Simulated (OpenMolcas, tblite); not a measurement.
# How methods differ on SiCNClF2 (SMILES N#C[Si](F)(F)Cl)

The species is SiCNClF2 (6 atoms), meant as a singlet with charge 0. As SMILES, `N#C[Si](F)(F)Cl`. Geometry: relaxed at PBE0-D4/def2-TZVP.

Each level gives the HOMO–LUMO gap (eV). The values are calculated.

```json
{"level": "GFN2-xTB", "kind": "semi-empirical", "program": "tblite", "value (eV)": "4.48"}
{"level": "HF/cc-pVDZ", "kind": "Hartree–Fock", "program": "OpenMolcas", "value (eV)": "16.41"}
{"level": "SVWN5/cc-pVDZ", "kind": "LDA", "program": "OpenMolcas", "value (eV)": "6.64"}
{"level": "revPBE/cc-pVDZ", "kind": "GGA", "program": "OpenMolcas", "value (eV)": "6.79"}
{"level": "TPSS/cc-pVDZ", "kind": "meta-GGA", "program": "OpenMolcas", "value (eV)": "7.00"}
{"level": "PBE0/cc-pVDZ", "kind": "global hybrid", "program": "OpenMolcas", "value (eV)": "9.22"}
{"level": "B2PLYP/cc-pVDZ", "kind": "double hybrid", "program": "OpenMolcas", "value (eV)": "11.92"}
```

The values span 4.48 to 16.41 eV. Orbital gaps aren't excitation energies, and those of double hybrids come from the SCF part alone; they tend to grow with the share of exact exchange.

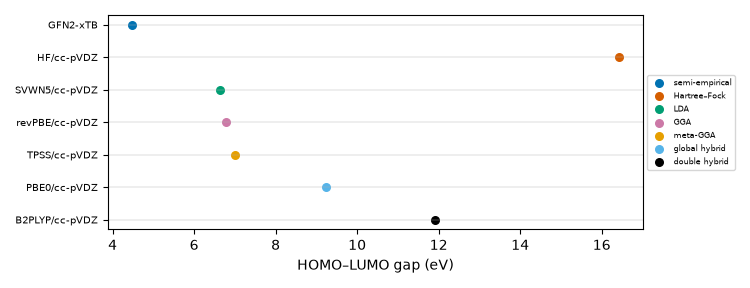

The values of the table, level by level.
